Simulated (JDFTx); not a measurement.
Nb(100) slab cut from bulk Nb (space group Im-3m, indices of the conventional cell, lattice of the Materials Project entry mp-75, not re-optimised): 6 atoms in 6 planes, a 1x1 cell of 11.01 Å² (|a| = 3.318, |b| = 3.318 Å), 8.0 Å between the outermost planes, cell height 24.3 Å, 6×6×1 k mesh, Fermi smearing 0.01 Ha, no spin polarisation.

All numbers are PBE, GBRV ultrasoft potentials, plane waves to 20/100 Ha results from JDFTx (a modified build), not measurements. Liquid on both sides: CANDLE, acetonitrile, 1 M NaF; nuclei fixed. The electron chemical potential μ is absolute (zero in the bulk liquid) and is turned into a potential by U = −μ/e − 4.44 V vs SHE, a convention. In this non-aqueous liquid the SHE scale is nominal.

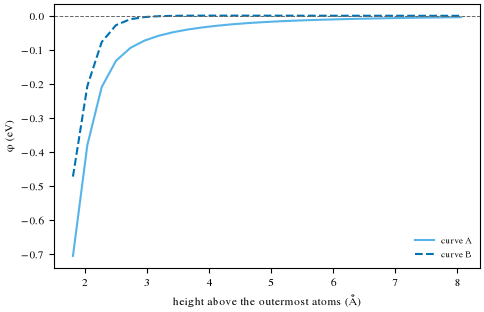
Plane-averaged electrostatic potential energy of an electron for two states of the electrode

Problem. One curve is the neutral slab. Which, and what is the sign of the other's charge?

Solution. Curve B is neutral (potential of zero charge, -1.13 V). Curve A is positively charged, 5.7 μC/cm² at -0.85 V.
